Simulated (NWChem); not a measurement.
**GeSiH6 (SMILES [SiH3][GeH3]): BP86-D3(BJ)/def2-SVP**

Wanted: a geometry optimisation of GeSiH6. 

Program for the calculation: NWChem 7.3.0.

## Step 1: The molecule

The species is GeSiH6 (8 atoms), meant as a singlet with charge 0. SMILES: `[SiH3][GeH3]`. The shape is that of a PBE0-D4/def2-TZVP optimisation. The run starts from this shape.

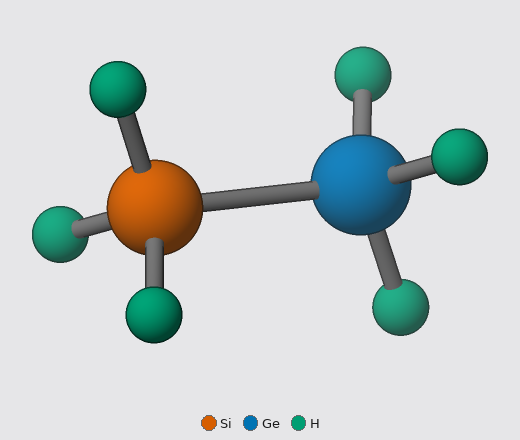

Viewed from a chosen angle; silicon orange, germanium blue, hydrogen teal.

## Step 2: A geometry optimisation at BP86-D3(BJ)/def2-SVP

input.nw

```
start input
title "GeH6Si optimise"
memory 2200 mb
geometry units angstroms
Si   -0.516700    0.386500   -1.010200
Ge    0.529700   -0.393800    0.977400
H    -1.894900    0.857200   -0.710900
H    -0.590800   -0.708400   -2.013300
H     0.260800    1.514500   -1.587400
H     0.619100    0.733600    2.019400
H     1.954300   -0.890500    0.679100
H    -0.269300   -1.556200    1.590100
end
basis spherical bse
* library def2-SVP
end
dft
xc becke88 perdew86
mult 1
disp vdw 4
grid fine
convergence energy 1e-07
iterations 100
mulliken
print low
end
driver
maxiter 60
end
freq
temp 2 298.15 500
end
task dft optimize
task dft frequencies
```

The run is started by

```sh
$ nwchem input.nw > input.out
```

The log of the run:

```text
[...]
 Group name             C3
[...]
 d= 0,ls=0.0,diis     1  -2370.0097082918 -2.54D+03  7.96D-03  2.21D-01     3.0
[...]
         Total DFT energy =    -2370.036413228967
[...]
@    0   -2370.03641323  0.0D+00  0.00601  0.00250  0.00000  0.00000     23.2
[...]
         Total DFT energy =    -2370.036790378413
[...]
@    1   -2370.03691628 -5.0D-04  0.00121  0.00026  0.01773  0.03220     50.6
[...]
@    2   -2370.03692066 -4.4D-06  0.00085  0.00017  0.00137  0.00242     63.8
[...]
         Total DFT energy =  -2370.036924361286
[...]
@    3   -2370.03692436 -3.7D-06  0.00011  0.00003  0.00257  0.00452     76.3
[...]
         Total DFT energy =    -2370.036924593725
[...]
         Total DFT energy =  -2370.036924593725
[...]
                         DFT ENERGY GRADIENTS
    atom               coordinates                        gradient
                 x          y          z           x          y          z
   1 Si      0.000000   0.000000   3.042000   -0.000000   0.000000  -0.000080
   2 Ge      0.000000   0.000000  -1.480172    0.000000   0.000000   0.000140
   3 H      -0.413684  -2.635967   4.021611    0.000003   0.000037   0.000011
   4 H      -2.075973   1.676244   4.021611    0.000031  -0.000021   0.000011
   5 H       2.489657   0.959723   4.021611   -0.000033  -0.000016   0.000011
   6 H       2.141706  -1.714233  -2.516167    0.000028  -0.000019  -0.000031
   7 H       0.413716   2.711889  -2.516167    0.000002   0.000033  -0.000031
   8 H      -2.555422  -0.997656  -2.516167   -0.000030  -0.000015  -0.000031
[...]
@    4   -2370.03692459 -2.3D-07  0.00005  0.00002  0.00019  0.00041     87.6
[...]
      Optimization converged
[...]
@    4   -2370.03692459 -2.3D-07  0.00005  0.00002  0.00019  0.00041     87.6
[...]
 d= 0,ls=0.0,diis     2  -2370.0369196234  1.01D-09  1.12D-06  3.99D-08    97.7
         Total DFT energy =    -2370.036919623368
      One electron energy =    -3640.647912533835
           Coulomb energy =     1201.462704897579
    Exchange-Corr. energy =     -102.382796324254
 Nuclear repulsion energy =      171.539865383014
    Dispersion correction =       -0.008781045871
[...]
      Total Density - Mulliken Population Analysis
     ---------------------------------------------
    Atom       Charge   Shell Charges
 -----------   ------   -------------------------------------------------------
    1 Si  14    13.85   2.00  1.98  1.09  0.24  5.92  1.33  1.17  0.11
    2 Ge  32    31.90   2.00  2.00  1.99  1.23  0.16  6.00  5.98  1.47  1.01  8.06  1.82  0.18
    3 H    1     1.04   0.72  0.31  0.01
    4 H    1     1.04   0.72  0.31  0.01
    5 H    1     1.04   0.72  0.31  0.01
    6 H    1     1.04   0.70  0.33  0.01
    7 H    1     1.04   0.70  0.33  0.01
    8 H    1     1.04   0.70  0.33  0.01
[...]
 Zero-Point correction to Energy  =   28.801 kcal/mol  (  0.045897 au)
 Thermal correction to Energy     =   36.578 kcal/mol  (  0.058291 au)
 Thermal correction to Enthalpy   =   37.571 kcal/mol  (  0.059874 au)
 Total Entropy                    =   82.570 cal/mol-K
   - Translational                =   42.495 cal/mol-K (mol. weight = 107.9458)
   - Rotational                   =   23.296 cal/mol-K (symmetry #  =        3)
   - Vibrational                  =   16.779 cal/mol-K
 Cv (constant volume heat capacity) =   24.946 cal/mol-K
   - Translational                  =    2.979 cal/mol-K
   - Rotational                     =    2.979 cal/mol-K
   - Vibrational                    =   18.987 cal/mol-K
[...]
 Normal Eigenvalue ||           Projected Infra Red Intensities
  Mode   [cm**-1]  || [atomic units] [(debye/angs)**2] [(KM/mol)] [arbitrary]
 ------ ---------- || -------------- ----------------- ---------- -----------
    1       -0.000 ||    0.000000           0.000         0.000       0.000
    2       -0.000 ||    0.000000           0.000         0.000       0.000
    3       -0.000 ||    0.000000           0.000         0.000       0.000
    4        0.000 ||    0.000001           0.000         0.001       0.000
    5        0.000 ||    0.000000           0.000         0.000       0.000
    6        0.000 ||    0.000001           0.000         0.001       0.000
    7      114.987 ||    0.000000           0.000         0.000       0.000
    8      344.172 ||    0.000375           0.009         0.366       0.082
    9      350.688 ||    0.015232           0.351        14.849       3.330
   10      350.702 ||    0.015231           0.351        14.848       3.330
   11      574.149 ||    0.000003           0.000         0.003       0.001
   12      574.156 ||    0.000003           0.000         0.003       0.001
   13      755.515 ||    0.335542           7.741       327.103      73.355
   14      852.365 ||    0.088615           2.044        86.386      19.373
[...]
```

Run time: 7.9 min. Hardware: 1 thread of Intel Xeon at 2.50GHz (Skylake/Cascade Lake), shared host; peak memory 0.19 GiB.

The path in brief:

```csv
step,energy from the first frame kept (eV)
0,0.0000
1,-0.0137
2,-0.0138
3,-0.0139
4,-0.0139
```

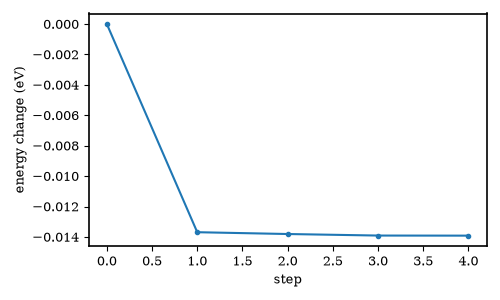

Energy along the run.

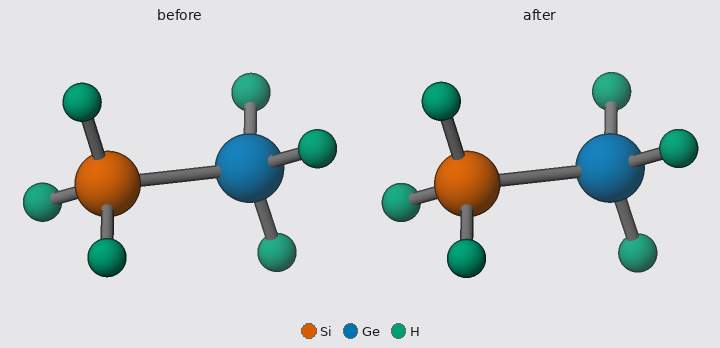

Before and after, at one scale.

After the run. Bond lengths: Si1–Ge2 2.393 Å, Si1–H3 1.504 Å, Si1–H4 1.504 Å, Si1–H5 1.504 Å, Ge2–H6 1.552 Å, Ge2–H7 1.552 Å, Ge2–H8 1.552 Å. Some angles: Si1–Ge2–H6 110.7°, Si1–Ge2–H7 110.7°, Si1–Ge2–H8 110.7°, Ge2–Si1–H3 110.2°, Ge2–Si1–H4 110.2°, Ge2–Si1–H5 110.2°, H6–Ge2–H7 108.2°, H6–Ge2–H8 108.2°, H7–Ge2–H8 108.2°, H3–Si1–H4 108.8°.

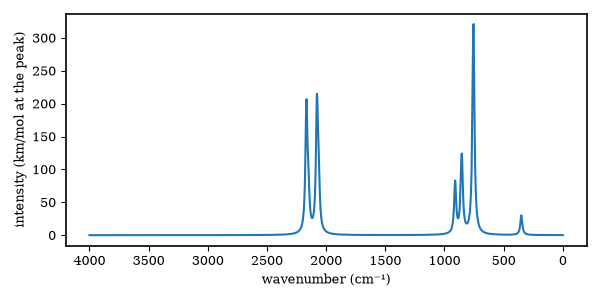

Harmonic infrared spectrum, unscaled, lines broadened by 10 cm⁻¹.

## Step 3: Summary of results

Level: BP86-D3(BJ)/def2-SVP.

| quantity | value |
| --- | --- |
| total energy at the end | -2370.03692 Eh |
| dispersion energy | -23.05 kJ/mol |
| lowest harmonic wavenumber | 115 cm⁻¹ |
| highest harmonic wavenumber | 2167 cm⁻¹ |
| zero-point energy | 120.5 kJ/mol |
| ideal-gas entropy at 298.15 K (symmetry number 3 as used) | 70.4 cal/(mol K) |

In words: At the final geometry: Bond lengths: Si1–Ge2 2.393 Å, Si1–H3 1.504 Å, Si1–H4 1.504 Å, Si1–H5 1.504 Å, Ge2–H6 1.552 Å, Ge2–H7 1.552 Å, Ge2–H8 1.552 Å. Some angles: Si1–Ge2–H6 110.7°, Si1–Ge2–H7 110.7°, Si1–Ge2–H8 110.7°, Ge2–Si1–H3 110.2°, Ge2–Si1–H4 110.2°, Ge2–Si1–H5 110.2°, H6–Ge2–H7 108.2°, H6–Ge2–H8 108.2°, H7–Ge2–H8 108.2°, H3–Si1–H4 108.8°. All 18 modes are real, so the shape is a minimum at this level. The optimisation took 5 steps and changed the energy by -0.014 eV.
